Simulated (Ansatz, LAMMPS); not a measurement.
# An extra electron or hole in amorphous 35La2O3-65GeO2 (mol %) (96 atoms), part 3 of 4

Does an extra electron or hole in amorphous 35La2O3-65GeO2 (mol %) (96 atoms) stay spread out, or do the atoms trap it?

Ansatz 0.2.0; Kohn-Sham DFT, revPBE, PAW (set soft_1), plane waves.

The cell: 18 La, 17 Ge and 61 O. The quench rate of 50 K/ps far exceeds what a furnace or splat quench reaches. The network of bonds at the start is that of the classical potential that made the cell. The Brillouin zone is sampled at Γ only, in a cell whose shortest periodic width is 12 Å. No spin–orbit coupling is included.

So far. Step 3 (Relaxation): The relaxation converged after 14 steps, 5.64 eV below its start, with a largest force component of 0.030 eV/Å. Step 5 (An extra electron, atoms held): An extra electron, atoms held: the energy stands 9.52 eV above that of the reference, with a moment of 0.86 μB.

### 6. An extra electron, atoms relaxed

The atoms now respond to the charge; the energy gained comes from screening by the atoms, from trapping if the charge localises, and from any strain left in the reference.

input.yaml reads:

```yaml
crystal:
  lattice:
    - [11.52624, 0.0, 0.0]
    - [0.0, 11.52624, 0.0]
    - [0.0, 0.0, 11.52624]
  atoms:
    [... the 96 atom lines of step 4 ...]
total_charge: -1
kpoints:
  mp_grid: { grid: [1, 1, 1] }
hamiltonian:
  xc: revpbe
  pseudopotentials: { kind: paw, azcp: { folder: soft_1 } }
scf:
  occupations: { method: fermi_dirac, width: 0.01 }
  lower_state_search: "off"
output:
  forces: true
magnetization:
  spin_polarized: true
  initial_magnetization: 1
relax:
  f_tol: 0.05
  max_steps: 90
```

On the command line:

```sh
$ ansatz run input.yaml --threads 4 --pin off --max-ram 8192MiB --backend cpu --events-out ev --progress --plain --runs-dir out
```

Numbers of over 12 decimals in the logs are rounded to 6 here.

Output:

```text
[...]
Crystal: 96 atoms, lattice volume = 1531.309 Å³
Basis set: ecut = 420 eV, 29855 PW (Γ), exchange–correlation on 160×160×160 points (8 copies of the dense FFT grid, shifted against one another)
Bands: 498, of which v1, the nominal top of the filled ones, is band 402 counted from 1 (401 counted from 0)
Symmetry: 1 space group operations
[...]
k-points: 1
[...]
Starting moments: Σ|m| = 1 μB on 96 of 96 sites
[...]
SCF iter   1: F=—  HF=-220591.952598 eV  |F-HF|=—  |Δ(HF+E_count)|=         —  Δρ=2.35e-1 (↑2.35e-1 ↓2.33e-1)  dr2=9.35e3  dr2_m=9.58e-2  M=1.000 μB ∫|m|=1.037 μB  β_m=1.00  ethr=3.10e-3  ⟨swp⟩=6.0  Hψ=3683  notcnv=0  defer=3
[...]
SCF iter   4: F=—  HF=-220487.979530 eV  |F-HF|=—  |Δ(HF+E_count)|=    5.45e1  Δρ=2.00e-2 (↑2.00e-2 ↓1.96e-2)  dr2=2.17e1  dr2_m=5.18e-3  M=0.070 μB ∫|m|=0.110 μB  β_m=0.30  ethr=3.10e-3  ⟨swp⟩=11.0  Hψ=3682  notcnv=0  defer=74
[...]
SCF iter  26: F=—  HF=-220480.808621 eV  |F-HF|=—  |Δ(HF+E_count)|=   1.46e-4  Δρ=1.31e-4 (↑1.31e-4 ↓1.31e-4)  dr2=4.31e-8  dr2_m=2.41e-4  M=0.591 μB ∫|m|=0.654 μB  β_m=0.30  ethr=3.69e-12  ⟨swp⟩=4.0  Hψ=2529  notcnv=0
[...]
SCF iter  28: F=—  HF=-220480.809219 eV  |F-HF|=—  |Δ(HF+E_count)|=   4.53e-4  Δρ=1.08e-4 (↑1.08e-4 ↓1.07e-4)  dr2=4.78e-7  dr2_m=1.63e-4  M=0.720 μB ∫|m|=0.804 μB  β_m=0.17  ethr=3.69e-12  ⟨swp⟩=5.5  Hψ=3333  notcnv=0
[...]
SCF iter  33: F=-220480.809711 eV  HF=-220480.809710 eV  |F-HF|=1.39e-6  |Δ(HF+E_count)|=   2.13e-5  Δρ=1.06e-5 (↑1.05e-5 ↓1.06e-5)  dr2=1.56e-8  dr2_m=1.56e-6  M=0.865 μB ∫|m|=0.985 μB  β_m=0.84  ethr=3.69e-12  ⟨swp⟩=1.0  Hψ=3801  notcnv=0
SCF iter  34: F=-220480.809712 eV  HF=-220480.809712 eV  |F-HF|=6.53e-8  |Δ(HF+E_count)|=   2.49e-6  Δρ=2.46e-6 (↑2.46e-6 ↓2.34e-6)  dr2=7.75e-9  dr2_m=7.88e-8  M=0.860 μB ∫|m|=0.979 μB  ethr=1.94e-12  ⟨swp⟩=1.0  Hψ=3780  notcnv=0
SCF 1 converged in 34 iterations: F = -220480.809712 eV  dr2 = 7.75e-9
[...]
relax step   1: F+E_penalty+E_count = -220480.80971221 eV  Δ(F+E_penalty+E_count) = +0.000e0 eV  max|allowed force component| = 3.302e-1 eV/Å  Δτ_max = 0.0000 Å  (34 SCF iters, dr2 threshold 6.25e-5 eV, accepted)
[...]
relax step   2: F+E_penalty+E_count = -220480.82755861 eV  Δ(F+E_penalty+E_count) = -1.785e-2 eV  max|allowed force component| = 3.862e-1 eV/Å  Δτ_max = 0.0437 Å  (7 SCF iters, dr2 threshold 6.81e-6 eV, accepted)
[...]
relax step   3: F+E_penalty+E_count = -220480.87167512 eV  Δ(F+E_penalty+E_count) = -4.412e-2 eV  max|allowed force component| = 1.120e-1 eV/Å  Δτ_max = 0.0261 Å  (6 SCF iters, dr2 threshold 9.32e-6 eV, accepted)
[...]
relax step   4: F+E_penalty+E_count = -220480.74511540 eV  Δ(F+E_penalty+E_count) = +1.266e-1 eV  max|allowed force component| = 4.996e-1 eV/Å  Δτ_max = 0.1694 Å  (11 SCF iters, rejected (line search))
[...]
relax step   5: F+E_penalty+E_count = -220480.88322507 eV  Δ(F+E_penalty+E_count) = -1.155e-2 eV  max|allowed force component| = 4.534e-2 eV/Å  Δτ_max = 0.0410 Å  (11 SCF iters, accepted)
NSCF: frozen V_eff on 1 k-points
the band table was solved once a step of the walk had ended and its energy, with any forces and stress, was formed, with the checks that follow a solve (4356 applications of the Hamiltonian). They found nothing against the state; the energy, forces and stress were not computed again (output.eigenvalues in the input reference)
SCF converged after 11 iterations
Magnetization: 0.9577 μB (401.9788 up, 401.0212 down)
Absolute magnetization: 1.0427 μB (∫|ρ↑−ρ↓|, with the PAW one-centre terms)
[...]
Per-site moments (μB) at R_I (Å): [(0.00112523, 0.963870), (0.00205446, 0.936705), (0.000837293, 0.989260), (0.00235843, 0.975575), (0.00155533, 0.974055), [...]
Free energy (F): -220480.883225 eV
[...]
Internal energy: -220480.881175 eV  (E = F + TS)
E sigma→0 (E₀):  -220480.882200 eV
Entropy (-TS):   -0.002050 eV (-0.021 meV/atom)
Fermi energy:    9.421730 eV
[...]
Σ components = -220480.883225   (vs F -220480.883225, Δ=0.00e0)
--- Forces (eV/Å), atoms counted from 1 ---
  atom   1  La    -0.01097066    -0.00692812     0.01085040
  atom   2  La     0.00266090     0.00402950     0.00539205
  atom   3  La    -0.00640324    -0.00897090     0.00693945
  atom   4  La     0.02078340    -0.01126436    -0.01625022
[...]
atom  96  O     -0.02791644    -0.01445175    -0.00511278
  max |Σ_I F_I| component: 7.61e-5 eV/Å
--- Band table (eV) ---
[...]
--- Relaxed structure (5 steps of the walk, 4 accepted, 0 SCFs on fresh bases) ---
  F+E_penalty+E_count = -220480.88322507 eV   max|allowed force component| = 4.534e-2 eV/Å
  atoms:
    - { symbol: La, position: [0.132725, 0.333045, 0.316949] }
    - { symbol: La, position: [0.764501, 0.946783, 0.491244] }
    - { symbol: La, position: [0.210193, 0.623264, 0.669453] }
    - { symbol: La, position: [0.614251, 0.519205, 0.890127] }
[...]
- { symbol: O, position: [0.831746, 0.452947, 0.829636] }
```

The job ended after 3.5 min (4 threads of Intel Xeon Platinum 8488C (Sapphire Rapids), shared host; peak memory 4.2 GiB).

The relaxation converged after 5 steps, 0.0735 eV below its start, with a largest force component of 0.045 eV/Å.

An extra electron, atoms relaxed: the energy stands 9.45 eV above that of the reference, with a moment of 0.96 μB.

### 7. An extra electron, levels at the relaxed geometry

A single point at the new geometry gives levels and spin density.

input.yaml, the sections that differ from step 6:

```yaml
crystal:
  lattice:
    - [11.52624, 0.0, 0.0]
    - [0.0, 11.52624, 0.0]
    - [0.0, 0.0, 11.52624]
  atoms:
    - { symbol: La, position: [0.13272, 0.33305, 0.31695] }
    - { symbol: La, position: [0.7645, 0.94678, 0.49124] }
    - { symbol: La, position: [0.21019, 0.62326, 0.66945] }
    - { symbol: La, position: [0.61425, 0.51921, 0.89013] }
    - { symbol: La, position: [0.07087, 0.67044, 0.36046] }
    - { symbol: La, position: [0.60272, 0.962, 0.19049] }
    [... 84 atom lines left out ...]
    - { symbol: O, position: [0.13817, 0.45601, 0.51955] }
    - { symbol: O, position: [0.25658, 0.94132, 0.98402] }
    - { symbol: O, position: [0.35331, 0.63247, 0.8202] }
    - { symbol: O, position: [0.58858, 0.92796, 0.99106] }
    - { symbol: O, position: [0.27608, 0.62001, 0.38935] }
    - { symbol: O, position: [0.83175, 0.45295, 0.82964] }
output:
  forces: true
  stress: true
  populations: true
  dos:
    method: { smearing: { sigma: 0.15 } }
    de: 0.1
    projected: { site_lists: { Ge: [Ge], La: [La], O: [O] } }
  eigenvalues: true
  write_density: true
  write_potential: true
  volumetric_format: npy
# total_charge, kpoints, hamiltonian, scf, magnetization: as in step 6
# relax: removed
```

Output:

```text
[...]
Crystal: 96 atoms, lattice volume = 1531.309 Å³
Basis set: ecut = 420 eV, 29855 PW (Γ), exchange–correlation on 160×160×160 points (8 copies of the dense FFT grid, shifted against one another)
Bands: 498, of which v1, the nominal top of the filled ones, is band 402 counted from 1 (401 counted from 0)
Symmetry: 1 space group operations
[...]
k-points: 1
[...]
Starting moments: Σ|m| = 1 μB on 96 of 96 sites
[...]
SCF iter   1: F=—  HF=-220593.003431 eV  |F-HF|=—  |Δ(HF+E_count)|=         —  Δρ=2.36e-1 (↑2.36e-1 ↓2.33e-1)  dr2=9.39e3  dr2_m=1.22e-1  M=1.000 μB ∫|m|=1.037 μB  β_m=1.00  ethr=3.10e-3  ⟨swp⟩=6.0  Hψ=3726  notcnv=0  defer=1
[...]
SCF iter  28: F=-220480.883219 eV  HF=-220480.883219 eV  |F-HF|=2.33e-10  |Δ(HF+E_count)|=   3.99e-9  Δρ=1.69e-7 (↑1.69e-7 ↓1.52e-7)  dr2=3.71e-10  dr2_m=2.96e-10  M=0.958 μB ∫|m|=1.090 μB  ethr=1.00e-12  ⟨swp⟩=5.5  Hψ=5539  notcnv=0
SCF 1 converged in 28 iterations: F = -220480.883219 eV  dr2 = 3.71e-10
[...]
SCF converged after 28 iterations
Magnetization: 0.9576 μB (401.9788 up, 401.0212 down)
Absolute magnetization: 1.0427 μB (∫|ρ↑−ρ↓|, with the PAW one-centre terms)
[...]
Per-site moments (μB) at R_I (Å): [(0.00112541, 0.963855), (0.00205447, 0.936685), (0.000837448, 0.989291), (0.00235793, 0.975572), (0.00155545, 0.974040), [...]
Free energy (F): -220480.883219 eV
[...]
Internal energy: -220480.881167 eV  (E = F + TS)
E sigma→0 (E₀):  -220480.882193 eV
Entropy (-TS):   -0.002052 eV (-0.021 meV/atom)
Fermi energy:    9.421737 eV
[...]
--- Forces (eV/Å), atoms counted from 1 ---
  atom   1  La    -0.01074790    -0.00765120     0.01059761
  atom   2  La     0.00283674     0.00451080     0.00592347
  atom   3  La    -0.00619928    -0.00861622     0.00757840
  atom   4  La     0.02076610    -0.01161660    -0.01703742
  atom   5  La     0.00424532     0.00035272    -0.00440359
  atom   6  La     0.00392667     0.00927353     0.00772050
  atom   7  La     0.00816179     0.00252039     0.02362612
  atom   8  La    -0.01160449     0.00314532    -0.01674877
  atom   9  La    -0.02495676    -0.00837445     0.00598000
  atom  10  La     0.00503991    -0.00104933    -0.00903643
  atom  11  La     0.00205933    -0.01125221    -0.01049141
  atom  12  La    -0.00717696     0.00778337    -0.00110871
  atom  13  La    -0.00032696    -0.01029011     0.01004441
  atom  14  La    -0.01051648     0.02659893    -0.00580997
[...]
atom  95  O     -0.00577266     0.01804848    -0.00254232
  atom  96  O     -0.02777329    -0.01560913    -0.00624856
  max |Σ_I F_I| component: 6.23e-6 eV/Å
--- Stress (GPa, compression-positive) ---
       -1.870368       0.436192       0.483867
        0.436192       0.300191       0.313260
        0.483867       0.313260       0.121572
  P = ⅓ Tr σ = -0.4829 GPa (-4.829 kbar)
--- Band table (eV) ---
[...]
--- Löwdin populations: 96 sites ---
  site symbol       q [e]    m [muB]
     0     La      9.9264     0.0178
     1     La      9.9667     0.0162
     2     La      9.9098     0.0138
[...]
95      O      6.6820     0.0296
  spilling = 0.004310 (of n_electrons = 803.000000)
```

It took 1.7 min on 4 threads; peak memory 4.1 GiB.

An extra electron, levels at the relaxed geometry: the energy stands 9.45 eV above that of the reference, with a moment of 0.96 μB.

The levels nearest the highest filled one (over half full), pooled over k-points and spins:

```csv
level less the highest filled one (eV),occupation
-2.69,1
-2.63,1
-2.62,1
0,0.979
0.0767,0.021
0.857,0
0.940,0
1.12,0
```

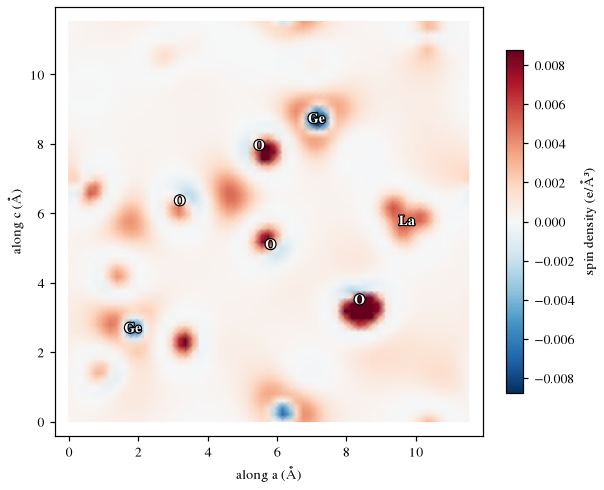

Spin density in the ac plane at fractional y = 0.196, with atoms of La and Ge and O within 0.2 Å of it. The map starts off the cell's origin, so that atoms lie inside it.

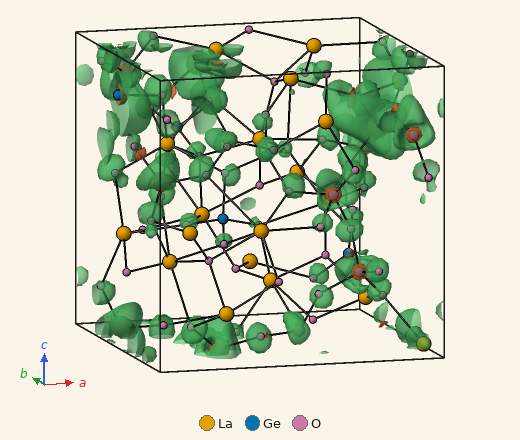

Surfaces of spin density = ±0.0029 e/Å³, which hold about 50 % of the integral of its size. The two colours are the two signs. Bonds to atoms that aren't drawn are left out.

### 8. Neutral at the geometry of the electron

The neutral cell at the new geometry gives the energy of that geometry without the charge.

input.yaml, the sections that differ from step 7:

```yaml
crystal:
  lattice:
    - [11.52624, 0.0, 0.0]
    - [0.0, 11.52624, 0.0]
    - [0.0, 0.0, 11.52624]
  atoms:
    [... the 96 atom lines of step 7 ...]
scf:
  occupations: { method: fixed }
output:
  forces: true
  stress: true
  populations: true
  dos:
    method: { smearing: { sigma: 0.15 } }
    de: 0.1
    projected: { site_lists: { Ge: [Ge], La: [La], O: [O] } }
  eigenvalues: true
# kpoints, hamiltonian: as in step 7
# total_charge: removed
# magnetization: removed
```

Output:

```text
[...]
Crystal: 96 atoms, lattice volume = 1531.309 Å³
Basis set: ecut = 420 eV, 29855 PW (Γ), exchange–correlation on 160×160×160 points (8 copies of the dense FFT grid, shifted against one another)
Bands: 497, of which v1, the nominal top of the filled ones, is band 401 counted from 1 (400 counted from 0)
Symmetry: 1 space group operations
[...]
k-points: 1
[...]
SCF iter   1: F=—  HF=-220592.900037 eV  |F-HF|=—  |Δ(HF+E_count)|=         —  Δρ=4.41e-1  dr2=8.34e3  ethr=3.10e-3  ⟨swp⟩=4.0  Hψ=1648  notcnv=0  defer=78
[...]
SCF iter  26: F=-220490.230825 eV  HF=-220490.230825 eV  |F-HF|=1.90e-8  |Δ(HF+E_count)|=   9.41e-8  Δρ=8.79e-7  dr2=1.85e-8  ethr=1.25e-11  ⟨swp⟩=20.0  Hψ=4371  notcnv=0
SCF 1 converged in 26 iterations: F = -220490.230825 eV  dr2 = 1.85e-8
[...]
SCF converged after 26 iterations
Free energy (F): -220490.230825 eV
[...]
Internal energy: -220490.230825 eV  (E = F + TS)
E sigma→0 (E₀):  -220490.230825 eV
Fermi energy:    6.758482 eV
[...]
--- Forces (eV/Å), atoms counted from 1 ---
  atom   1  La     0.05289880    -0.00516305     0.02218701
  atom   2  La    -0.05471987    -0.02370191    -0.08441822
  atom   3  La     0.15971434     0.08298275    -0.19861288
  atom   4  La    -0.07254171     0.06808020     0.04425175
  atom   5  La     0.05600133     0.00620366    -0.03476047
  atom   6  La    -0.02161601    -0.05037062     0.04567349
  atom   7  La     0.06572610    -0.03937985     0.14864077
  atom   8  La     0.09468686     0.11986983     0.02807041
  atom   9  La    -0.03823264    -0.04853599    -0.05039675
  atom  10  La    -0.07720154    -0.06311759     0.02468733
  atom  11  La    -0.11178219     0.02898471     0.05134803
  atom  12  La     0.02674959     0.00768775    -0.02966431
  atom  13  La    -0.02905811     0.01182319    -0.06983612
  atom  14  La     0.00218292    -0.18350474     0.17300441
[...]
atom  95  O     -0.04578990    -0.02053355     0.03654791
  atom  96  O      0.46774747    -0.08004612    -0.09547425
  max |Σ_I F_I| component: 7.13e-5 eV/Å
--- Stress (GPa, compression-positive) ---
       -2.162137       0.441729       0.430516
        0.441729       0.104695       0.416960
        0.430516       0.416960      -0.153179
  P = ⅓ Tr σ = -0.7369 GPa (-7.369 kbar)
--- Band table (eV) ---
[...]
--- Löwdin populations: 96 sites ---
  site symbol       q [e]
     0     La      9.9005
     1     La      9.9424
     2     La      9.8842
[...]
95      O      6.6695
  spilling = 0.004295 (of n_electrons = 802.000000)
```

Run time: 51 s. Hardware: 4 threads; peak memory 2.5 GiB.

Neutral at the geometry of the electron: the energy stands 0.100 eV above that of the reference.

### 9. An extra hole, atoms held

The electron count changes by one with the atoms held: a vertical process, on a uniform background, with spin and a narrow Fermi–Dirac smearing. Its energy against the neutral cell hangs on the program's zero of potential.

Changes to input.yaml since step 8:

```diff
@@ -6,3 +6,4 @@
   atoms:
-    [... the 96 atom lines of step 7 ...]
+    [... the 96 atom lines of step 4 ...]
+total_charge: 1
 kpoints:
@@ -13,3 +14,4 @@
 scf:
-  occupations: { method: fixed }
+  occupations: { method: fermi_dirac, width: 0.01 }
+  lower_state_search: "off"
 output:
@@ -23 +25,7 @@
   eigenvalues: true
+  write_density: true
+  write_potential: true
+  volumetric_format: npy
+magnetization:
+  spin_polarized: true
+  initial_magnetization: 1
```

Output:

```text
[...]
Crystal: 96 atoms, lattice volume = 1531.309 Å³
Basis set: ecut = 420 eV, 29855 PW (Γ), exchange–correlation on 160×160×160 points (8 copies of the dense FFT grid, shifted against one another)
Bands: 497, of which v1, the nominal top of the filled ones, is band 401 counted from 1 (400 counted from 0)
Symmetry: 1 space group operations
[...]
k-points: 1
[...]
Starting moments: Σ|m| = 1 μB on 96 of 96 sites
[...]
SCF iter   1: F=—  HF=-220592.079903 eV  |F-HF|=—  |Δ(HF+E_count)|=         —  Δρ=2.09e-1 (↑2.09e-1 ↓2.06e-1)  dr2=7.40e3  dr2_m=1.72e-1  M=1.000 μB ∫|m|=1.047 μB  β_m=1.00  ethr=3.10e-3  ⟨swp⟩=6.0  Hψ=3701  notcnv=0
[...]
SCF iter   2: F=—  HF=-220614.862539 eV  |F-HF|=—  |Δ(HF+E_count)|=         —  Δρ=6.99e-2 (↑6.99e-2 ↓6.94e-2)  dr2=3.09e2  dr2_m=4.75e-2  M=0.296 μB ∫|m|=0.405 μB  β_m=0.30  ethr=3.10e-3  ⟨swp⟩=5.0  Hψ=3684  notcnv=0  defer=102
[...]
SCF iter  15: F=—  HF=-220497.082683 eV  |F-HF|=—  |Δ(HF+E_count)|=   1.40e-1  Δρ=7.40e-3 (↑1.74e-3 ↓7.40e-3)  dr2=1.91e0  dr2_m=1.67e-1  M=0.997 μB ∫|m|=1.145 μB  β_m=0.30  ethr=2.76e-4  ⟨swp⟩=4.5  Hψ=1175  notcnv=0  defer=188
[...]
SCF iter  17: F=—  HF=-220497.046075 eV  |F-HF|=—  |Δ(HF+E_count)|=   3.67e-2  Δρ=3.80e-3 (↑1.16e-3 ↓3.80e-3)  dr2=6.82e-1  dr2_m=4.88e-2  M=0.995 μB ∫|m|=1.125 μB  β_m=0.33  ethr=1.15e-4  ⟨swp⟩=5.0  Hψ=831  notcnv=0  defer=185
[...]
SCF iter  46: F=-220496.997256 eV  HF=-220496.997257 eV  |F-HF|=9.84e-9  |Δ(HF+E_count)|=   1.86e-9  Δρ=5.29e-7 (↑1.84e-7 ↓5.29e-7)  dr2=1.72e-8  dr2_m=1.09e-9  M=1.000 μB ∫|m|=1.143 μB  β_m=0.57  ethr=8.03e-12  ⟨swp⟩=6.0  Hψ=5373  notcnv=0
SCF iter  47: F=-220496.997256 eV  HF=-220496.997257 eV  |F-HF|=3.96e-9  |Δ(HF+E_count)|=  8.73e-10  Δρ=3.45e-7 (↑1.28e-7 ↓3.45e-7)  dr2=8.24e-9  dr2_m=3.25e-10  M=1.000 μB ∫|m|=1.143 μB  ethr=2.15e-12  ⟨swp⟩=5.5  Hψ=4786  notcnv=0
SCF 1 converged in 47 iterations: F = -220496.997256 eV  dr2 = 8.24e-9
[...]
SCF converged after 47 iterations
Magnetization: 0.9996 μB (400.9998 up, 400.0002 down)
Absolute magnetization: 1.1449 μB (∫|ρ↑−ρ↓|, with the PAW one-centre terms)
[...]
Per-site moments (μB) at R_I (Å): [(0.000597124, 0.965454), (-0.0010331, 0.933497), (0.00276494, 0.987544), (0.00114112, 0.974396), (0.000906215, 0.973955), [...]
Free energy (F): -220496.997256 eV
[...]
Internal energy: -220496.983272 eV  (E = F + TS)
E sigma→0 (E₀):  -220496.990264 eV
Entropy (-TS):   -0.013985 eV (-0.146 meV/atom)
Fermi energy:    6.595913 eV
[...]
Σ components = -220496.997256   (vs F -220496.997256, Δ=0.00e0)
--- Forces (eV/Å), atoms counted from 1 ---
  atom   1  La     0.00764458     0.01167321    -0.13725895
  atom   2  La     0.34957507     0.01035634    -0.02847395
  atom   3  La    -0.21428718     0.02307836    -0.17096800
  atom   4  La     0.25742333    -0.08589752     0.02355307
[...]
atom  96  O     -0.02604259     0.02838616     0.00824908
  max |Σ_I F_I| component: 2.48e-5 eV/Å
--- Stress (GPa, compression-positive) ---
       -1.208115       0.504775       0.417757
        0.504775       0.784950       0.336253
        0.417757       0.336253       0.626302
  P = ⅓ Tr σ = 0.0677 GPa (0.677 kbar)
--- Band table (eV) ---
[...]
--- Löwdin populations: 96 sites ---
  site symbol       q [e]    m [muB]
     0     La      9.8794    -0.0012
     1     La      9.9175    -0.0053
     2     La      9.8685     0.0024
[...]
95      O      6.6780     0.0028
  spilling = 0.004285 (of n_electrons = 801.000000)
```

Elapsed: 1.9 min, on 4 threads; peak memory 4.1 GiB; 7.4 min of CPU time.

An extra hole, atoms held: the energy stands 6.67 eV below that of the reference, with a moment of 1.00 μB.

The levels nearest the highest filled one (over half full), pooled over k-points and spins:

```csv
level less the highest filled one (eV),occupation
-0.0705,1
-0.0545,0.998
-0.0291,0.976
0,0.686
0.0144,0.341
2.95,0
2.95,0
3.85,0
```

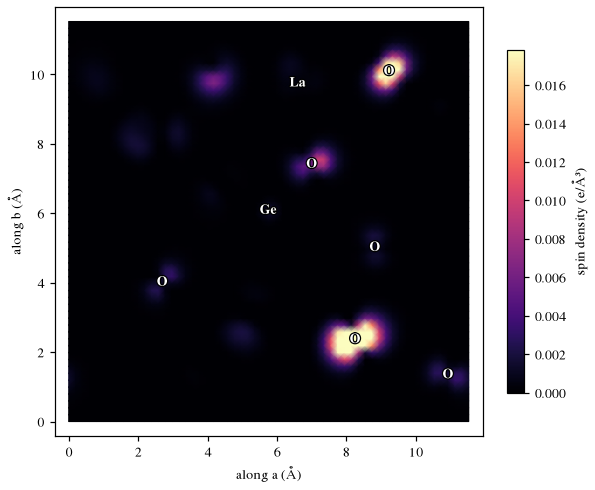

Spin density in the ab plane at fractional z = 0.633, with atoms of La and Ge and O within 0.2 Å of it. The map starts off the cell's origin, so that atoms lie inside it.

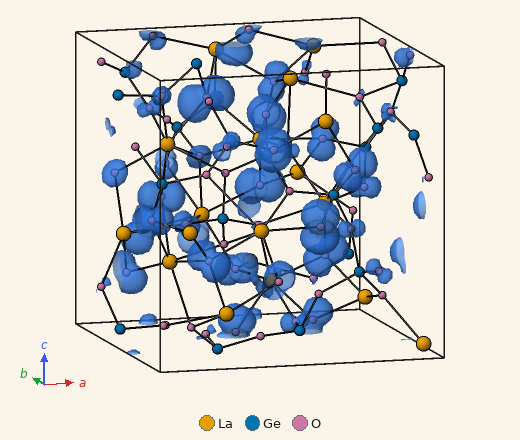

Surface of spin density = 0.005 e/Å³, which holds about 70 % of the integral of its size. Bonds to atoms that aren't drawn are left out.

### 10. An extra hole, atoms relaxed

The atoms now respond to the charge; the energy gained comes from screening by the atoms, from trapping if the charge localises, and from any strain left in the reference.

Input and log are left out; they have the form of those shown for this kind of step.

Run time: 8.4 min. Hardware: 4 threads of Intel Xeon Platinum 8488C (Sapphire Rapids), shared host; peak memory 4.1 GiB.

The relaxation converged after 16 steps, 0.217 eV below its start, with a largest force component of 0.018 eV/Å.

An extra hole, atoms relaxed: the energy stands 6.88 eV below that of the reference, with a moment of 1.00 μB.

[end of part 3 of 4]

[Logs are printed without paths, hosts, clocks, repeated set-up lines and the standing remarks that a program may print on its own settings, such as how far it seeks lower states.]

[Hosts, paths, dates, database ids (printed as entryN), source tags and the programs' standing remarks are cut or masked in the printed files.]
